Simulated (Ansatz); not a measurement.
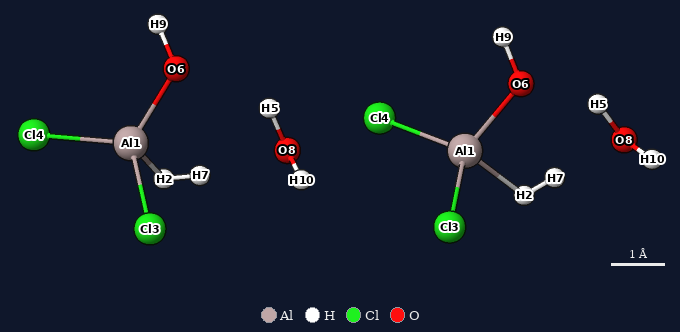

Two geometries of AlH₅O₂Cl₂ (started from a transition state, displaced along its imaginary mode), drawn at one scale. One is the start of a relaxation, the other its converged end. A ball-and-stick model, seen face on.

Level of theory: RKS PBE0-D4/def2-TZVP in Ansatz 0.2.0. Settings: force threshold 0.005 eV/Å; at most 200 steps.

Q: Which of the two is the end point?

A: The left one is the relaxed one. The largest moves after the best rigid fit, 0.79 Å, are those of H2 and Cl3. Largest moves by element: Cl 0.79 Å, H 0.79 Å, O 0.44 Å, Al 0.19 Å. Among the contacts that change: Al1–H2 1.825 → 2.031 Å, O8–H10 0.838 → 0.961 Å, H2–H7 0.685 → 0.772 Å, Al1–Cl4 2.127 → 2.095 Å. Bond angles that change, for instance: Cl4–Al1–O6 113.4° → 118.2°, H5–O8–H10 108.7° → 105.7°, Al1–O6–H9 118.8° → 120.9°. Groups turn about Al1–O6 by about 35°. After 18 geometry steps the energy has fallen by 103.7 kJ/mol. Largest force component: 7.3 eV/Å at the start, 0.0032 eV/Å at the end.
